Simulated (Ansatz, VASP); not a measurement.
# SnO2 (Cassiterite): VASP beside Ansatz, part 2 of 2

Aim: how closely do two programs agree when they are given the same cell, functional and k mesh?  Valence electrons are named where the data sets of a main pair hold unlike numbers.

VASP 6.6.1 and Ansatz 0.2.0.

So far. Step 2 (VASP: band structure, PBE, spin-orbit coupling): The run ends at a pressure of 7.30 GPa, with forces up to 0.28 eV/Å.

### 3. Ansatz: band structure, PBE, spin-orbit coupling

Level of this step: Ansatz beside VASP: Kohn-Sham DFT, plane waves, PBE, spin-orbit coupling (Ansatz).

Ansatz runs on its fully relativistic PAW (standard-fr) files.

The same cell, functional, mesh and smearing now go to Ansatz, which takes its cutoff from its data sets.

Contents of input.yaml:

```yaml
crystal:
  lattice:
    - [4.738, 0.0, 0.0]
    - [0.0, 4.738, 0.0]
    - [0.0, 0.0, 3.1865]
  atoms:
    - { symbol: Sn, position: [0.0, 0.0, 0.0] }
    - { symbol: Sn, position: [0.5, 0.5, 0.5] }
    - { symbol: O, position: [0.3071, 0.3071, 0.0] }
    - { symbol: O, position: [0.1929, 0.8071, 0.5] }
    - { symbol: O, position: [0.6929, 0.6929, 0.0] }
    - { symbol: O, position: [0.8071, 0.1929, 0.5] }
hamiltonian:
  xc: pbe
  pseudopotentials: { kind: paw_fr }
magnetization:
  noncollinear: true
  spin_orbit: true
kpoints:
  mp_grid: { grid: [4, 4, 4] }
  band_path:
    path:
      - [0.0, 0.0, 0.0]
      - [0.0, 0.13636, 0.0]
      - [0.0, 0.31818, 0.0]
      - [0.0, 0.5, 0.0]
      - [0.09091, 0.5, 0.0]
      - [0.27273, 0.5, 0.0]
      - [0.45455, 0.5, 0.0]
      - [0.45455, 0.45455, 0.0]
      - [0.27273, 0.27273, 0.0]
      - [0.09091, 0.09091, 0.0]
      - [0.0, 0.0, 0.0]
      - [0.0, 0.0, 0.18182]
      - [0.0, 0.0, 0.36364]
      - [0.0, 0.0, 0.5]
      - [0.0, 0.13636, 0.5]
      - [0.0, 0.31818, 0.5]
      - [0.0, 0.5, 0.5]
      - [0.09091, 0.5, 0.5]
      - [0.27273, 0.5, 0.5]
      - [0.45455, 0.5, 0.5]
      - [0.45455, 0.45455, 0.5]
      - [0.27273, 0.27273, 0.5]
      - [0.09091, 0.09091, 0.5]
      - [0.0, 0.5, 0.0]
      - [0.0, 0.5, 0.18182]
      - [0.0, 0.5, 0.36364]
      - [0.0, 0.5, 0.5]
      - [0.5, 0.5, 0.13636]
      - [0.5, 0.5, 0.31818]
      - [0.5, 0.5, 0.5]
    npoints: 1
scf:
  occupations: { method: gaussian, width: 0.01 }
  n_extra_bands: 18
output:
  forces: true
  stress: true
  eigenvalues: true
```

Started as:

```sh
$ ansatz run input.yaml --threads 4 --pin off --max-ram 9216MiB --backend cpu --events-out ev --progress --plain --runs-dir out
```

Numbers of over 12 decimals in the logs are rounded to 6 here.

The log of the run:

```text
scf.n_extra_bands = 18 over 52 filled bands (N_el = 52.0): the run solves 70 bands
Engine: ansatz 0.2.0, aarch64-unknown-linux-gnu
Pseudopotentials: kind: paw_fr
Pseudopotential: Sn, paw_fr, valence charge 14, recommended cutoff 420 eV (normal), Sn.paw.azcp#standard-fr
Pseudopotential: O, paw_fr, valence charge 6, recommended cutoff 420 eV (normal), O.paw.azcp#standard-fr
Functional definition: PBE
  parameter kappa = 0.804
  parameter beta = 0.066725
  exchange = pbe_x(kappa = kappa, mu = beta*pi^2/3)
  correlation = pbe_c(beta = beta)
non-collinear run that drives no moment, with spin-orbit: no starting moment large enough to seed its density (crystal.atoms[].spin), no starting occupations that ask for one, no magnetisation constraint and no magnetic field, so the semilocal B_xc is pinned to zero
Crystal: 6 atoms, lattice volume = 71.533 Å³
Basis set: ecut = 420 eV, 1411 PW (Γ), exchange–correlation on 64×64×48 points (8 copies of the dense FFT grid, shifted against one another)
Bands: 70, of which v1, the nominal top of the filled ones, is band 52 counted from 1 (51 counted from 0)
Symmetry: 16 space group operations + 16 with time reversal
Magnetic group: BNS 136.496 (UNI 1156), of the structure as read, at distance tolerance 4.2e-5 Å
k-points: 18 of 64
Projection manifold: j_resolved (fully-relativistic pseudo-atomic orbitals)
Non-local potential: Sn, projectors of the file, l = 0: 2, l = 1: 4, l = 2: 4, l = 3: 4
Non-local potential: O, projectors of the file, l = 0: 2, l = 1: 4, l = 2: 2
PAW form: soft (Blöchl's): semilocal exchange-correlation on the pseudo side does not see the compensation charge
PAW one-centre angular grid: Sn, 590 points (default); XC on 64 Gauss nodes
PAW one-centre angular grid: O, 110 points (default); XC on 64 Gauss nodes
Initial density: superposition of atomic densities (chi_scale 0.1, normalization cell, long waves kept (reshape's long-wave potential 0.00 eV rms))
Initial wavefunctions: pseudopotential atomic-orbital guess
Functional: x = pbe(κ = 0.804, μ = 0.219515), c = pbe(β = 0.066725)
SCF iter   1: F=—  HF=-14323.203747 eV  |F-HF|=—  |Δ(HF+E_count)|=         —  Δρ=9.05e-2  dr2=4.31e0  dr2_m=0.00e0 (ungated)  ethr=3.10e-3  |M|=0.00e0 ∫|m|=0.00e0 μB  |m|>n=0.0e0 m-floor=0.0e0 τ_xc=0.0e0  β_m=0.30  ⟨swp⟩=5.9  Hψ=2988  notcnv=0  defer=72
preconditioner: auto → Resta (q_TF=auto, 2.587 Å⁻¹)  ε∞=3.2  [insulator: Δε(μ)=1.865 eV  Ē_g=21.587 eV  σ=0.010 eV  W_gap=1.00  n_scr=18 (ndim 8)  ℏωp=31.7 eV  f_vac=0.000  D(μ)=0.00/eV (n_scr^D=0)  ε∞_Penn≈3.2]
spin=Noncollinear: Resta preconditioning applied to the charge; magnetization (m_x, m_y, m_z) channels mix plain (no charge-response kernel on spin).
SCF iter   2: F=—  HF=-14322.408432 eV  |F-HF|=—  |Δ(HF+E_count)|=   7.95e-1  Δρ=5.63e-2  dr2=1.45e0  dr2_m=0.00e0 (ungated)  ethr=3.10e-3  |M|=0.00e0 ∫|m|=0.00e0 μB  |m|>n=0.0e0 m-floor=0.0e0 τ_xc=0.0e0  β_m=0.49  ⟨swp⟩=2.6  Hψ=993  notcnv=0  defer=222
SCF iter   3: F=—  HF=-14322.096687 eV  |F-HF|=—  |Δ(HF+E_count)|=   3.12e-1  Δρ=1.70e-2  dr2=1.21e-1  dr2_m=0.00e0 (ungated)  ethr=2.78e-3  |M|=0.00e0 ∫|m|=0.00e0 μB  |m|>n=0.0e0 m-floor=0.0e0 τ_xc=0.0e0  β_m=0.62  ⟨swp⟩=3.0  Hψ=1039  notcnv=0  defer=222
SCF iter   4: F=—  HF=-14322.087271 eV  |F-HF|=—  |Δ(HF+E_count)|=   9.42e-3  Δρ=2.59e-3  dr2=3.46e-3  dr2_m=0.00e0 (ungated)  ethr=2.32e-4  |M|=0.00e0 ∫|m|=0.00e0 μB  |m|>n=0.0e0 m-floor=0.0e0 τ_xc=0.0e0  β_m=0.74  ⟨swp⟩=3.0  Hψ=1063  notcnv=0  defer=222
SCF iter   5: F=—  HF=-14322.090689 eV  |F-HF|=—  |Δ(HF+E_count)|=   3.42e-3  Δρ=7.92e-4  dr2=3.55e-4  dr2_m=0.00e0 (ungated)  ethr=6.65e-6  |M|=0.00e0 ∫|m|=0.00e0 μB  |m|>n=0.0e0 m-floor=0.0e0 τ_xc=0.0e0  β_m=0.87  ⟨swp⟩=2.1  Hψ=792  notcnv=0  defer=222
SCF iter   6: F=—  HF=-14322.091116 eV  |F-HF|=—  |Δ(HF+E_count)|=   4.26e-4  Δρ=9.67e-5  dr2=5.68e-6  dr2_m=0.00e0 (ungated)  ethr=6.83e-7  |M|=0.00e0 ∫|m|=0.00e0 μB  |m|>n=0.0e0 m-floor=0.0e0 τ_xc=0.0e0  β_m=0.93  ⟨swp⟩=2.0  Hψ=844  notcnv=0  defer=222
SCF iter   7: F=—  HF=-14322.091123 eV  |F-HF|=—  |Δ(HF+E_count)|=   7.31e-6  Δρ=1.59e-5  dr2=1.55e-7  dr2_m=0.00e0 (ungated)  ethr=1.09e-8  |M|=0.00e0 ∫|m|=0.00e0 μB  |m|>n=0.0e0 m-floor=0.0e0 τ_xc=0.0e0  β_m=0.97  ⟨swp⟩=2.0  Hψ=901  notcnv=0  defer=222
SCF iter   8: F=-14322.091123 eV  HF=-14322.091123 eV  |F-HF|=4.39e-9  |Δ(HF+E_count)|=   1.83e-7  Δρ=2.23e-6  dr2=3.81e-9  dr2_m=0.00e0 (ungated)  ethr=1.92e-10  |M|=0.00e0 ∫|m|=0.00e0 μB  |m|>n=0.0e0 m-floor=0.0e0 τ_xc=0.0e0  ⟨swp⟩=11.3  Hψ=3243  notcnv=0
SCF 1 converged in 8 iterations: F = -14322.091123 eV  dr2 = 3.81e-9
  greatest PAW one-centre occupation: 0.996 electrons in one spin orbital (limit 2), on the Sn atom at site 0 (counted from 0), in its partial waves of l = 2
NSCF: frozen V_eff on 30 k-points
SCF converged after 8 iterations
Magnetization: |M| = 0.0000 μB,  M = (+0.0000, +0.0000, +0.0000) μB
Absolute magnetization: 0.0000 μB (∫|m|)
  site 0: m = (+0.0000, +0.0000, +0.0000) μB, |m| = 0.0000 μB  (R = 0.85 Å)
  site 1: m = (+0.0000, +0.0000, +0.0000) μB, |m| = 0.0000 μB  (R = 0.85 Å)
  site 2: m = (+0.0000, +0.0000, +0.0000) μB, |m| = 0.0000 μB  (R = 0.85 Å)
  site 3: m = (+0.0000, +0.0000, +0.0000) μB, |m| = 0.0000 μB  (R = 0.85 Å)
  site 4: m = (+0.0000, +0.0000, +0.0000) μB, |m| = 0.0000 μB  (R = 0.85 Å)
  site 5: m = (+0.0000, +0.0000, +0.0000) μB, |m| = 0.0000 μB  (R = 0.85 Å)
Free energy (F): -14322.091123 eV
Harris-Foulkes:  -14322.091123 eV  (|F-HF|=4.39e-9)
Internal energy: -14322.091123 eV  (E = F + TS)
E sigma→0 (E₀):  -14322.091123 eV
Fermi energy:    10.169113 eV
--- Per-component energies (eV) ---
  E_band       = -114.245581
  E_kinetic    = 1085.585115
  E_local      = -2860.723953  (includes V_loc(G=0)·N_el)
  E_nonlocal   = 135.265022
  E_hartree    = 1490.973347
  E_xc         = -1055.447255
  E_vxc        = -564.171399  (∫ρ·V_xc dr)
  E_paw        = -8934.901638  (= ΣΔE_a)
  E_vpaw       = -892.156468  (= ΣTr[D̂ρ^β])
  E_aug_tail   = 0.010016  (compensation charges beyond the density's cutoff)
  E_ewald      = -4182.851779
  E_smearing   = -0.000000  (= −TS)
  E_closure    = -0.000000  (closes the sum)
  Σ components = -14322.091123   (vs F -14322.091123, Δ=0.00e0)
--- Forces (eV/Å), atoms counted from 1 ---
  atom   1  Sn     0.00000000     0.00000000     0.00000000
  atom   2  Sn     0.00000000    -0.00000000    -0.00000000
  atom   3  O     -0.19480414    -0.19480414     0.00000000
  atom   4  O      0.19480414    -0.19480414    -0.00000000
  atom   5  O      0.19480414     0.19480414    -0.00000000
  atom   6  O     -0.19480414     0.19480414     0.00000000
  max |Σ_I F_I| component: 2.78e-17 eV/Å
--- Stress (GPa, compression-positive) ---
        9.986155       0.000000       0.000000
        0.000000       9.986155       0.000000
        0.000000       0.000000      13.057164
  P = ⅓ Tr σ = 11.0098 GPa (110.098 kbar)
--- Band table (eV; the first three rows and the last of 18) ---
  k-point 0: bands = [... 48 lower, 8.7648, 8.7648, 9.5258, 9.5258, 10.8124, 10.8124, 15.6993, 15.6993, ... 14 higher]
  k-point 1: bands = [... 48 lower, 8.6917, 8.6917, 9.0257, 9.0257, 13.3867, 13.3867, 16.4863, 16.4863, ... 14 higher]
  k-point 2: bands = [... 48 lower, 8.2687, 8.2687, 8.2687, 8.2687, 15.7711, 15.7711, 15.7711, 15.7711, ... 14 higher]
  k-point 17: bands = [... 48 lower, 8.6917, 8.6917, 8.6917, 8.6917, 14.4652, 14.4652, 14.4652, 14.4652, ... 14 higher]
```

Wall time 13 s (4 threads of Arm Neoverse V1, shared host); peak memory 0.67 GiB.

### 4. Differences

Known differences besides the potentials themselves: spin-orbit coupling enters by fully relativistic files in Ansatz and inside the spheres in VASP; the cutoff is 420 eV in Ansatz and 440 eV in VASP. Total energies have different zeros and are not compared.

Both answers:

| quantity | Ansatz | VASP | difference |
| --- | --- | --- | --- |
| gap over the path points (eV) | 1.287 | 1.268 | +0.019 |

Forces (eV/Å; atoms numbered as in POSCAR):

| atom | Ansatz x, y, z | VASP x, y, z |
| --- | --- | --- |
| Sn1 | 0.000, 0.000, 0.000 | 0.000, 0.000, 0.000 |
| Sn2 | 0.000, 0.000, 0.000 | 0.000, 0.000, 0.000 |
| O3 | -0.195, -0.195, 0.000 | -0.195, -0.195, 0.000 |
| O4 | 0.195, -0.195, 0.000 | 0.195, -0.195, 0.000 |
| O5 | 0.195, 0.195, 0.000 | 0.195, 0.195, 0.000 |
| O6 | -0.195, 0.195, 0.000 | -0.195, 0.195, 0.000 |

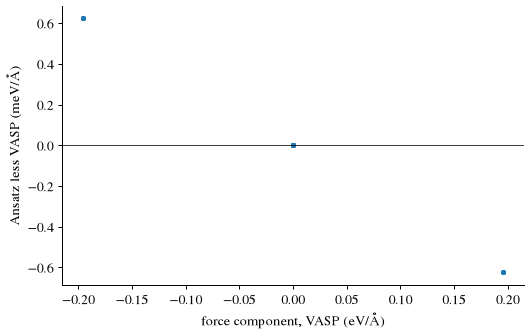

Difference of the force components against their size.

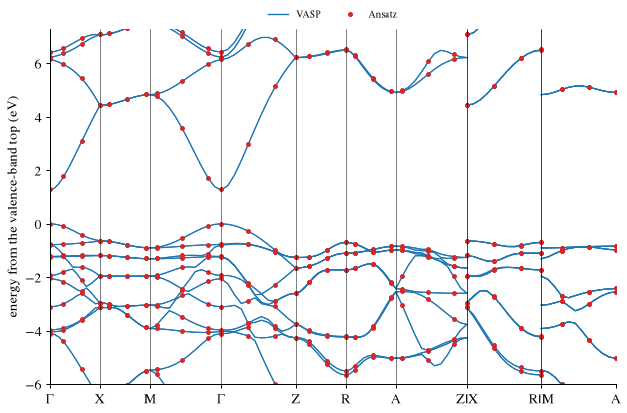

Bands from VASP (lines) and levels from Ansatz (dots). Dots without a line are higher empty bands that the VASP plot leaves out.

Levels at points of the path, from each program's valence-band top (eV; 8 filled, then empty):

| k (reciprocal lattice) | Ansatz | VASP |
| --- | --- | --- |
| 0.000 0.000 0.000 | -1.21 -1.21 -0.79 -0.79 -0.76 -0.76 0.00 0.00 1.29 1.29 6.17 6.17 6.25 6.25 | -1.22 -1.22 -0.79 -0.79 -0.77 -0.77 0.00 0.00 1.27 1.27 6.15 6.15 6.23 6.23 |
| 0.000 0.136 0.000 | -1.20 -1.20 -1.17 -1.17 -0.76 -0.76 -0.10 -0.10 1.78 1.78 5.99 5.99 6.39 6.39 | -1.21 -1.21 -1.17 -1.17 -0.77 -0.77 -0.09 -0.09 1.76 1.76 5.97 5.97 6.37 6.37 |
| 0.000 0.318 0.000 | -1.20 -1.20 -1.17 -1.17 -0.71 -0.71 -0.41 -0.41 3.10 3.10 5.46 5.46 6.75 6.75 | -1.21 -1.21 -1.18 -1.18 -0.72 -0.72 -0.41 -0.41 3.09 3.09 5.44 5.44 6.73 6.73 |
| 0.000 0.500 0.000 | -1.18 -1.18 -1.18 -1.18 -0.63 -0.63 -0.63 -0.63 4.45 4.45 4.45 4.45 7.09 7.09 | -1.19 -1.19 -1.19 -1.19 -0.64 -0.64 -0.64 -0.64 4.43 4.43 4.43 4.43 7.07 7.07 |
| 0.091 0.500 0.000 | -1.19 -1.19 -1.19 -1.19 -0.66 -0.66 -0.66 -0.66 4.48 4.48 4.48 4.48 7.12 7.12 | -1.20 -1.20 -1.20 -1.20 -0.66 -0.66 -0.66 -0.66 4.47 4.47 4.47 4.47 7.11 7.11 |
| 0.273 0.500 0.000 | -1.25 -1.25 -1.25 -1.25 -0.79 -0.79 -0.79 -0.79 4.68 4.68 4.68 4.68 7.34 7.34 | -1.25 -1.25 -1.25 -1.25 -0.79 -0.79 -0.79 -0.79 4.66 4.66 4.66 4.66 7.32 7.32 |
| 0.455 0.500 0.000 | -1.29 -1.29 -1.29 -1.29 -0.89 -0.89 -0.89 -0.89 4.85 4.85 4.85 4.85 7.50 7.50 | -1.30 -1.30 -1.30 -1.30 -0.89 -0.89 -0.89 -0.89 4.83 4.83 4.83 4.83 7.49 7.49 |
| 0.455 0.455 0.000 | -1.30 -1.30 -1.29 -1.29 -0.90 -0.90 -0.88 -0.88 4.80 4.80 4.88 4.88 7.49 7.49 | -1.30 -1.30 -1.30 -1.30 -0.90 -0.90 -0.88 -0.88 4.78 4.78 4.86 4.86 7.48 7.48 |
| 0.273 0.273 0.000 | -1.26 -1.26 -1.18 -1.18 -0.84 -0.84 -0.54 -0.54 3.58 3.58 5.36 5.36 7.03 7.03 | -1.27 -1.27 -1.19 -1.19 -0.84 -0.84 -0.54 -0.54 3.56 3.56 5.34 5.34 7.01 7.01 |
| 0.091 0.091 0.000 | -1.20 -1.20 -1.12 -1.12 -0.78 -0.78 -0.08 -0.08 1.73 1.73 5.99 5.99 6.40 6.40 | -1.20 -1.20 -1.12 -1.12 -0.79 -0.79 -0.08 -0.08 1.71 1.71 5.97 5.97 6.39 6.39 |

The forces differ by 0.4 meV/Å r.m.s., which is 0.3 % of the r.m.s. force of 0.130 eV/Å (both taken over all components). Among the levels compared at these points, filled levels agree within 11 meV and empty ones within 24 meV. Not compared: the pressure (VASP's GW data sets at this cutoff don't carry it).

### 5. Other set-ups

Further runs change the set-up of one program: Ansatz's method, potentials or start, or VASP's data sets, cutoff or form of LDA. The table gives Ansatz less VASP for each quantity, since a change that brings one quantity closer may part another.

| run | r.m.s. force difference (meV/Å) | gap over the path points (eV) |
| --- | --- | --- |
| as above | 0.42 | 0.019 |
| Ansatz's larger PAW set (cutoff 900 eV) | 1.6 | 0.022 |
| norm-conserving potentials (cutoff 1143 eV) | 2.3 | 0.023 |

### 6. Results

```yaml
largest_difference_of_a_filled_level_at_the_path_points_band_structure_pbe_spin_orbit_coupling: 11 meV
```

What this shows: The largest difference of a filled level at the path points is 11 meV (band structure, PBE, spin-orbit coupling), within the 80 meV picked in this series as the mark of a large difference. Band structure, PBE, spin-orbit coupling, Ansatz's larger PAW set (cutoff 900 eV): r.m.s. force difference goes from 0.42 to 1.6 meV/Å. Band structure, PBE, spin-orbit coupling, norm-conserving potentials (cutoff 1143 eV): r.m.s. force difference goes from 0.42 to 2.3 meV/Å. 4 further runs of this series are not shown here. Such differences can come from data sets, numerical settings and the points named under the comparisons, not from the functional's error against experiment.

[Lines on the potential files, build, host, timing and source positions are cut from VASP's logs without a mark.]

[Logs are printed without paths, hosts, clocks, repeated set-up lines and the standing remarks that a program may print on its own settings, such as how far it seeks lower states.]

[Hosts, paths, dates, database ids (printed as entryN), source tags and the programs' standing remarks are cut or masked in the printed files.]
